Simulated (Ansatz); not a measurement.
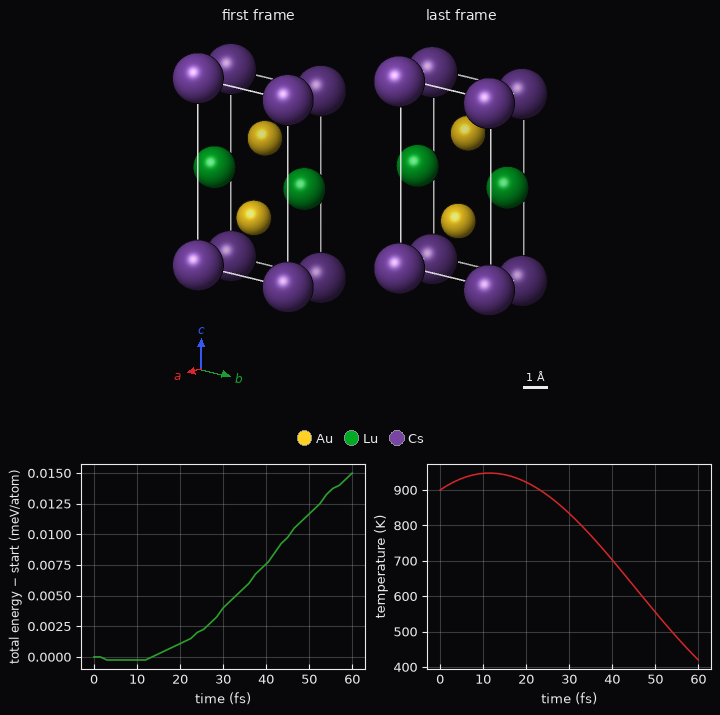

Molecular dynamics of a 4-atom cell of CsLuAu2, 60 fs long. A spheres-only model of the simulation cell, seen slightly off an axis.

These are results of Ansatz, DFT, PAW plane waves, PBE, not measurements. Set-up: plane-wave cutoff 420 eV; k-point mesh 4 × 4 × 2; Fermi-Dirac smearing 0.1 eV; constant energy (NVE); velocities drawn for 900 K; time step 1.5 fs.

Input
```yaml
crystal:
  lattice:
    - [3.93929542, -2.9e-07, -9.0e-08]
    - [-1.96964746, 3.41153005, -5.6e-07]
    - [0.0, -2.27435194, 7.5089544]
  atoms:
    - { symbol: Au, position: [0.23179, 0.46358, 0.69537] }
    - { symbol: Au, position: [0.76821, 0.53642, 0.30463] }
    - { symbol: Lu, position: [0.5, 0.0, 0.5] }
    - { symbol: Cs, position: [0.0, 0.0, 0.0] }
kpoints:
  mp_grid: { grid: [4, 4, 2] }
magnetization:
  spin_polarized: false
scf:
  occupations: { method: fermi_dirac, width: 0.1 }
hamiltonian:
  pseudopotentials: { kind: paw }
  xc: pbe
basis:
  ecutwfc: 420
md:
  timestep: 1.5
  n_steps: 40
  ensemble: nve
  temperature: 900.0
  initial_velocities: maxwell_boltzmann
  seed: 833049
```

Command:
```bash
ansatz run input.yaml --threads 2 --pin off --max-ram 2560MiB --backend cpu --events-out ev --progress --plain --runs-dir out
```

### Is this trajectory numerically sound?

The total energy stays between −0.00025 and 0.015 meV per atom of its start. A straight-line fit has a slope that amounts to +0.017 meV per atom over 60 fs (under 0.1 % of the mean kinetic energy), and the ripple about it is under 0.1 % of the kinetic energy's fluctuation. With a drift under 2 % and a ripple under 7 %, the integration is accurate. Over the second half the temperature averages 628 K (spread ±129 K). The potential energy is still drifting at the end, so the run hasn't reached equilibrium. The potential energy in the second half lies on average 26.3 meV per atom above the first frame.

Limits of the set-up: the k-point mesh is coarse for a cell with partly filled bands.

The run took 3.2 min on 2 threads of Arm Neoverse N1, on a shared host, peak memory 0.56 GiB.
